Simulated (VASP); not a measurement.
# Driving VASP from ASE on Zr (Zirconium)

Do ASE scripts that read Zr (Zirconium) from different structure formats give one answer, and do several routes find one equilibrium volume? All runs use LDA. Left out of this account: 1 further run (self-consistent run: a reference on another mesh). The start is a cell from a database of measured crystal structures.

Method: LDA; plane waves and PAW (Zr_sv), in VASP 6.6.1.

### 1. The structure

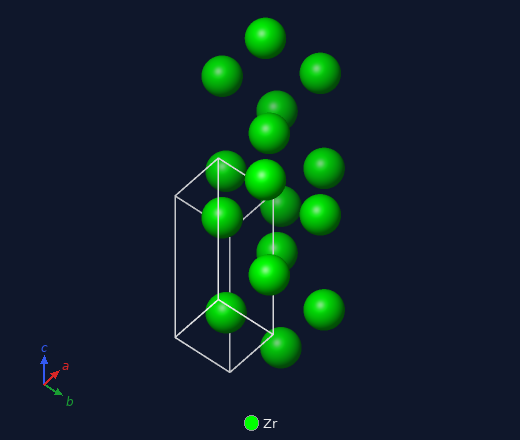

The cell as given, from a free direction (zirconium green). 2×2×2 cells are drawn.

Coordinates:

```cif
data_structure
_symmetry_space_group_name_H-M 'P 1'
_symmetry_Int_Tables_number 1
_cell_length_a 3.2320
_cell_length_b 3.2320
_cell_length_c 5.1470
_cell_angle_alpha 90.000
_cell_angle_beta 90.000
_cell_angle_gamma 120.000
_cell_volume 46.56
loop_
_atom_site_label
_atom_site_type_symbol
_atom_site_fract_x
_atom_site_fract_y
_atom_site_fract_z
_atom_site_occupancy
Zr1 Zr 0.33333 0.66667 0.25000 1
Zr2 Zr 0.66667 0.33333 0.75000 1
```

### 2. Total energy, forces and stress (LDA, through ASE)

A single point through ASE, with the structure typed into the script.

File run.py:

```python
import numpy as np
from ase.calculators.vasp import Vasp
from ase import Atoms
from ase.dft.bandgap import bandgap

atoms = Atoms(['Zr', 'Zr'],
              cell=[[3.232, 0.0, 0.0], [-1.616, 2.7989941, 0.0], [0.0, 0.0, 5.147]],
              scaled_positions=[[0.33333333, 0.66666667, 0.25], [0.66666667, 0.33333333, 0.75]],
              pbc=True)

calc = Vasp(
    xc='lda',
    pp='LDA',
    prec='Accurate',
    encut=400,
    ediff=1e-06,
    nelm=100,
    ismear=-1,
    sigma=0.05,
    lreal=False,
    algo='Normal',
    nbands=18,
    lasph=True,
    lorbit=11,
    lwave=False,
    lcharg=False,
    kpar=2,
    isif=2,
    pp_version='64',
    setups={'Zr': '_sv'},
    kpts=(14, 14, 8),
    gamma=True,
    txt='vasp.out',
)
atoms.calc = calc

print("energy (eV):", round(atoms.get_potential_energy(), 6))
print("Fermi level (eV):", round(calc.get_fermi_level(), 4))
print("forces (eV/A):")
print(np.round(atoms.get_forces(), 4))
print("stress (GPa, Voigt, tension positive):", np.round(atoms.get_stress() * 160.21766, 3))
gap, p1, p2 = bandgap(calc, direct=False)
print("gap on the mesh (eV):", round(gap, 4))
```

Potentials, in the order of the species: Zr_sv (LDA family, release 64).

On the command line:

```console
> export ASE_VASP_COMMAND="mpirun -np 2 vasp_std"
> python run.py
```

The log of the run:

```text
energy (eV): -18.522922
Fermi level (eV): 8.8053
forces (eV/A):
[[ 0.  0.  0.]
 [-0. -0.  0.]]
stress (GPa, Voigt, tension positive): [ 6.382  6.382  5.791  0.    -0.     0.   ]
gap on the mesh (eV): 0.0
```

It took 50 s on 2 MPI ranks of AMD EPYC 7R43, shared host; peak memory 0.28 GiB; 93 s of CPU time.

The logs omit lines about the potential files and the build; timing stands in the text.

The INCAR that ASE wrote:

```
ENCUT = 400.000000
SIGMA = 0.050000
EDIFF = 1.00e-06
ALGO = Normal
PREC = Accurate
ISIF = 2
ISMEAR = -1
KPAR = 2
LORBIT = 11
NBANDS = 18
NELM = 100
LASPH = .TRUE.
LCHARG = .FALSE.
LWAVE = .FALSE.
LREAL = .FALSE.
```

ASE turned this into the KPOINTS:

```
KPOINTS created by Atomic Simulation Environment
0
Gamma
14 14 8
0 0 0
```

vasp.out:

```text
[banner, memory and clock lines left out]
running    2 mpi-ranks, on    1 nodes
 distrk:  each k-point on    1 cores,    2 groups
 distr:  one band on    1 cores,    1 groups

 POSCAR found type information on POSCAR Zr
 POSCAR found :  1 types and       2 ions
 LDA part: xc-table for (Slater(with rela. corr.)+CA(PZ))
 , standard interpolation
 POSCAR, INCAR and KPOINTS ok, starting setup
 FFT: planning ... GRIDC
 FFT: planning ... GRID_SOFT
 FFT: planning ... GRID
 WAVECAR not read
 entering main loop
       N       E                     dE             d eps       ncg     rms          rms(c)
DAV:   1     0.180297477860E+03    0.18030E+03   -0.11852E+04  4336   0.109E+03
DAV:   2    -0.505542755817E+01   -0.18535E+03   -0.18249E+03  5102   0.344E+02
DAV:   3    -0.190421717074E+02   -0.13987E+02   -0.13860E+02  7956   0.654E+01
DAV:   4    -0.193186267745E+02   -0.27646E+00   -0.27626E+00  4992   0.101E+01
DAV:   5    -0.193273954488E+02   -0.87687E-02   -0.87645E-02  6534   0.119E+00    0.144E+01
DAV:   6    -0.186653693947E+02    0.66203E+00   -0.99825E-01  4680   0.751E+00    0.563E+00
DAV:   7    -0.185309836141E+02    0.13439E+00   -0.61147E-01  6264   0.497E+00    0.107E+00
DAV:   8    -0.185321706787E+02   -0.11871E-02   -0.29704E-02  6010   0.139E+00    0.277E-01
DAV:   9    -0.185323895708E+02   -0.21889E-03   -0.14700E-03  5486   0.329E-01    0.301E-02
DAV:  10    -0.185323789393E+02    0.10632E-04   -0.47023E-05  5926   0.387E-02    0.230E-02
DAV:  11    -0.185323798812E+02   -0.94190E-06   -0.66118E-06  4768   0.296E-02
   1 F= -.18532380E+02 E0= -.18522922E+02  d E =-.189160E-01
```

From OUTCAR (step 2):

```text
ion  position               nearest neighbor table
   1  0.333  0.667  0.250-   2 3.18   2 3.18   2 3.18   2 3.18   2 3.18   2 3.18
   2  0.667  0.333  0.750-   1 3.18   1 3.18   1 3.18   1 3.18   1 3.18   1 3.18

  LATTYP: Found a hexagonal cell.
 ALAT       =     3.2320000000
 C/A-ratio  =     1.5925123762

 Subroutine GETGRP returns: Found 24 space group operations
 (whereof 12 operations were pure point group operations)

The static configuration has the point symmetry D_3d.
 The point group associated with its full space group is D_6h.

 Found    120 irreducible k-points:

   k-points           NKPTS =    120   k-points in BZ     NKDIM =    120   number of bands    NBANDS=     18

   dimension x,y,z NGX =    24 NGY =   24 NGZ =   36
   dimension x,y,z NGXF=    48 NGYF=   48 NGZF=   72

   ENCUT  =  400.0 eV  29.40 Ry    5.42 a.u.   5.27  5.27  8.39*2*pi/ulx,y,z

   NELECT =      24.0000    total number of electrons

 k-points in reciprocal lattice and weights: KPOINTS created by Atomic Simulation Env
   0.00000000  0.00000000  0.00000000       0.001
   0.07142857  0.00000000  0.00000000       0.004
   0.14285714 -0.00000000  0.00000000       0.004
   0.21428571  0.00000000  0.00000000       0.004
   0.28571429  0.00000000  0.00000000       0.004
   0.35714286  0.00000000  0.00000000       0.004
   0.42857143  0.00000000  0.00000000       0.004
   0.50000000  0.00000000  0.00000000       0.002
   0.07142857  0.07142857  0.00000000       0.004
[...]
0.28571429  0.28571429  0.50000000       0.004
   0.35714286  0.28571429  0.50000000       0.004

 average (electrostatic) potential at core
       1 -74.4877       2 -74.4877

 E-fermi :   8.8053

 k-point     1 :       0.0000    0.0000    0.0000
  band No.  band energies     occupation
    ...
      6     -17.4197      2.00000
      7     -17.4157      2.00000
      8     -17.4157      2.00000
      9       3.1637      2.00000
     10       5.7572      2.00000
     11       9.6210      0.00000
     12       9.6210      0.00000
     13       9.7769      0.00000
     14      10.0506      0.00000
     15      10.3115      0.00000
    ...

 k-point     2 :       0.0714    0.0000    0.0000
  band No.  band energies     occupation
    ...
      6     -17.4524      2.00000
      7     -17.4265      2.00000
      8     -17.4203      2.00000
      9       3.3077      2.00000
     10       5.8897      2.00000
     11       9.2603      0.00022
     12       9.7410      0.00000
     13       9.7541      0.00000
     14      10.0577      0.00000
     15      10.1935      0.00000
    ...

 k-point     3 :       0.1429   -0.0000    0.0000
  band No.  band energies     occupation
    ...
      7     -17.4473      2.00000
      8     -17.4340      2.00000
      9       3.7195      2.00000
     10       6.2448      2.00000
     11       8.7666      1.36888
     12       9.0346      0.02016
     13       9.8563      0.00000
     14      10.1464      0.00000
     15      10.4531      0.00000
     16      10.4687      0.00000
    ...

  Total       -1.8545946     -1.8545946     -1.6830806      0.0000000      0.0000000      0.0000000
  in kB      -63.8163673    -63.8163671    -57.9145894      0.0000000      0.0000000      0.0000000
  external PRESSURE =     -61.8491079 kB  Pullay stress =       0.0000000 kB

  energy-cutoff  :      400.00
  volume of cell :       46.56
      direct lattice vectors                 reciprocal lattice vectors
     3.232000000  0.000000000  0.000000000     0.309405941  0.178635603  0.000000000
    -1.616000000  2.798994100  0.000000000     0.000000000  0.357271207  0.000000000
     0.000000000  0.000000000  5.147000000     0.000000000  0.000000000  0.194287935

 POSITION                                       TOTAL-FORCE (eV/Angst)
 -----------------------------------------------------------------------------------
     -0.00000      1.86600      1.28675         0.000000      0.000000      0.000000
      1.61600      0.93300      3.86025        -0.000000     -0.000000      0.000000
 -----------------------------------------------------------------------------------
    total drift:                               -0.000010      0.000006     -0.000000

  FREE ENERGIE OF THE ION-ELECTRON SYSTEM (eV)
  ---------------------------------------------------
  free  energy   TOTEN  =       -18.5323798812 eV

  energy  without entropy=      -18.5134638835  energy(sigma->0) =      -18.52292188

 total charge
# of ion       s       p       d       tot
------------------------------------------
    1        2.237   5.957   1.646   9.840
    2        2.237   5.957   1.646   9.840
--------------------------------------------------
tot          4.474  11.914   3.293  19.681

[... 3 further parts left out ...]
```

At this level the cell is under a tension of 6.2 GPa, so at these settings it is away from equilibrium.

Numbers from this step:

| Property | Result |
| --- | --- |
| SCF cycles | 11 |
| electrons | 24 |
| bands | 18 |
| irreducible k-points | 120 |
| symmetry operations | 24 |
| free energy (TOTEN) | -18.53 eV |
| energy at zero smearing | -18.52 eV |
| Fermi energy | 8.805 eV |
| pressure | -6.185 GPa |
| metallic | yes |

The pressure is -6.18 GPa and the largest force 0.000 eV/Å, so the cell is not at a minimum at these settings.

### 3. A single point (LDA, through ASE)

The single point through ASE, with the structure read from a CIF with its space group. The mesh changes to 9×9×5, so this is no clean test of the format.

Changes to run.py since step 2:

```diff
@@ -2,9 +2,6 @@
 from ase.calculators.vasp import Vasp
-from ase import Atoms
+from ase.io import read
 from ase.dft.bandgap import bandgap
 
-atoms = Atoms(['Zr', 'Zr'],
-              cell=[[3.232, 0.0, 0.0], [-1.616, 2.7989941, 0.0], [0.0, 0.0, 5.147]],
-              scaled_positions=[[0.33333333, 0.66666667, 0.25], [0.66666667, 0.33333333, 0.75]],
-              pbc=True)
+atoms = read('Zr.cif')
 
@@ -30,3 +27,3 @@
     setups={'Zr': '_sv'},
-    kpts=(14, 14, 8),
+    kpts=(9, 9, 5),
     gamma=True,
```

File Zr.cif:

```cif
data_Zr
_cell_length_a 3.23200000
_cell_length_b 3.23200000
_cell_length_c 5.14700000
_cell_angle_alpha 90.00000000
_cell_angle_beta 90.00000000
_cell_angle_gamma 120.00000000
_space_group_name_H-M_alt 'P6_3/mmc'
_space_group_name_Hall '-P 6c 2c'
_space_group_IT_number 194
loop_
_space_group_symop_operation_xyz
'x,y,z'
'-x,-y,-z'
'x-y,x,z+1/2'
'-x+y,-x,-z+1/2'
'-y,x-y,z'
'y,-x+y,-z'
'-x,-y,z+1/2'
'x,y,-z+1/2'
'-x+y,-x,z'
'x-y,x,-z'
'y,-x+y,z+1/2'
'-y,x-y,-z+1/2'
'-y,-x,-z+1/2'
'y,x,z+1/2'
'-x,-x+y,-z'
'x,x-y,z'
'-x+y,y,-z+1/2'
'x-y,-y,z+1/2'
'y,x,-z'
'-y,-x,z'
'x,x-y,-z+1/2'
'-x,-x+y,z+1/2'
'x-y,-y,-z'
'-x+y,y,z'
loop_
_atom_site_label
_atom_site_type_symbol
_atom_site_symmetry_multiplicity
_atom_site_Wyckoff_symbol
_atom_site_fract_x
_atom_site_fract_y
_atom_site_fract_z
_atom_site_occupancy
Zr1 Zr 2 c 0.3333333333 0.6666666667 0.2500000000 1
```

The log of the run:

```text
energy (eV): -18.528713
Fermi level (eV): 8.8024
forces (eV/A):
[[ 0. -0.  0.]
 [-0.  0.  0.]]
stress (GPa, Voigt, tension positive): [ 6.47   6.47   5.585 -0.    -0.     0.   ]
gap on the mesh (eV): 0.0
```

Run time: 23 s. Hardware: 2 MPI ranks; peak memory 0.21 GiB.

ASE turned this into the INCAR:

```
ENCUT = 400.000000
SIGMA = 0.050000
EDIFF = 1.00e-06
ALGO = Normal
PREC = Accurate
ISIF = 2
ISMEAR = -1
KPAR = 2
LORBIT = 11
NBANDS = 18
NELM = 100
LASPH = .TRUE.
LCHARG = .FALSE.
LWAVE = .FALSE.
LREAL = .FALSE.
```

ASE turned this into the KPOINTS:

```
KPOINTS created by Atomic Simulation Environment
0
Gamma
9 9 5
0 0 0
```

VASP's own log, vasp.out:

```text
[... set-up lines as in an earlier step ...]
 entering main loop
       N       E                     dE             d eps       ncg     rms          rms(c)
DAV:   1     0.179937524451E+03    0.17994E+03   -0.11822E+04  1296   0.110E+03
DAV:   2    -0.583445923619E+01   -0.18577E+03   -0.18297E+03  1566   0.341E+02
DAV:   3    -0.190103995352E+02   -0.13176E+02   -0.13083E+02  2332   0.648E+01
DAV:   4    -0.193275322630E+02   -0.31713E+00   -0.31681E+00  1576   0.101E+01
DAV:   5    -0.193333904029E+02   -0.58581E-02   -0.58570E-02  1928   0.108E+00    0.144E+01
DAV:   6    -0.186712587499E+02    0.66213E+00   -0.99830E-01  1402   0.751E+00    0.564E+00
DAV:   7    -0.185362452173E+02    0.13501E+00   -0.61165E-01  1882   0.498E+00    0.107E+00
DAV:   8    -0.185373705071E+02   -0.11253E-02   -0.29973E-02  1794   0.140E+00    0.270E-01
DAV:   9    -0.185375845222E+02   -0.21402E-03   -0.14412E-03  1676   0.323E-01    0.293E-02
DAV:  10    -0.185375725454E+02    0.11977E-04   -0.45982E-05  1732   0.397E-02    0.228E-02
DAV:  11    -0.185375734510E+02   -0.90561E-06   -0.65839E-06  1476   0.295E-02
   1 F= -.18537573E+02 E0= -.18528713E+02  d E =-.177204E-01
```

From OUTCAR (step 3):

```text
 Found     36 irreducible k-points:

   k-points           NKPTS =     36   k-points in BZ     NKDIM =     36   number of bands    NBANDS=     18

   NELECT =      24.0000    total number of electrons

 E-fermi :   8.8024

 k-point     1 :       0.0000    0.0000    0.0000
  band No.  band energies     occupation
    ...
      6     -17.4213      2.00000
      7     -17.4173      2.00000
      8     -17.4173      2.00000
      9       3.1635      2.00000
     10       5.7574      2.00000
     11       9.6206      0.00000
     12       9.6206      0.00000
     13       9.7760      0.00000
     14      10.0500      0.00000
     15      10.3111      0.00000
    ...

 k-point     2 :       0.1111    0.0000    0.0000
  band No.  band energies     occupation
    ...
      6     -17.5033      2.00000
      7     -17.4379      2.00000
      8     -17.4284      2.00000
      9       3.5062      2.00000
     10       6.0664      2.00000
     11       8.9880      0.04765
     12       9.3709      0.00002
     13       9.9406      0.00000
     14      10.0051      0.00000
     15      10.2883      0.00000
    ...

  Total       -1.8801642     -1.8801642     -1.6229922     -0.0000000      0.0000000      0.0000000
  in kB      -64.6962117    -64.6962117    -55.8469583     -0.0000000      0.0000000      0.0000000
  external PRESSURE =     -61.7464605 kB  Pullay stress =       0.0000000 kB

  energy-cutoff  :      400.00
  volume of cell :       46.56
      direct lattice vectors                 reciprocal lattice vectors
     3.232000000  0.000000000  0.000000000     0.309405941  0.178635603  0.000000000
    -1.616000000  2.798994105  0.000000000     0.000000000  0.357271206  0.000000000
     0.000000000  0.000000000  5.147000000     0.000000000  0.000000000  0.194287935

 POSITION                                       TOTAL-FORCE (eV/Angst)
 -----------------------------------------------------------------------------------
     -0.00000      1.86600      1.28675         0.000000     -0.000000      0.000000
      1.61600      0.93300      3.86025        -0.000000      0.000000      0.000000
 -----------------------------------------------------------------------------------
    total drift:                               -0.000000      0.000000     -0.000000

  FREE ENERGIE OF THE ION-ELECTRON SYSTEM (eV)
  ---------------------------------------------------
  free  energy   TOTEN  =       -18.5375734510 eV

  energy  without entropy=      -18.5198530608  energy(sigma->0) =      -18.52871326

 total charge
# of ion       s       p       d       tot
------------------------------------------
    1        2.237   5.957   1.646   9.840
    2        2.237   5.957   1.646   9.840
--------------------------------------------------
tot          4.475  11.914   3.291  19.680

[... 6 parts as in an earlier step ...]

[... 6 further parts left out ...]
```

The k-mesh is coarse for a metal.

This step gave:

- irreducible k-points: 36
- free energy (TOTEN): -18.54 eV
- energy at zero smearing: -18.53 eV
- Fermi energy: 8.802 eV
- pressure: -6.175 GPa

The energy lies -2.90 meV an atom from the first script, on another mesh.

(Part 1 of 3 ends here.)

[Lines on the potential files, build, host, timing and source positions are cut from VASP's logs without a mark.]

[Logs are printed without paths, hosts, clocks, repeated set-up lines and the standing remarks that a program may print on its own settings, such as how far it seeks lower states.]

[Hosts, paths, dates, database ids (printed as entryN), source tags and the programs' standing remarks are cut or masked in the printed files.]

[A measured line is paired with the nearest computed mode of its activity, which favours agreement.]
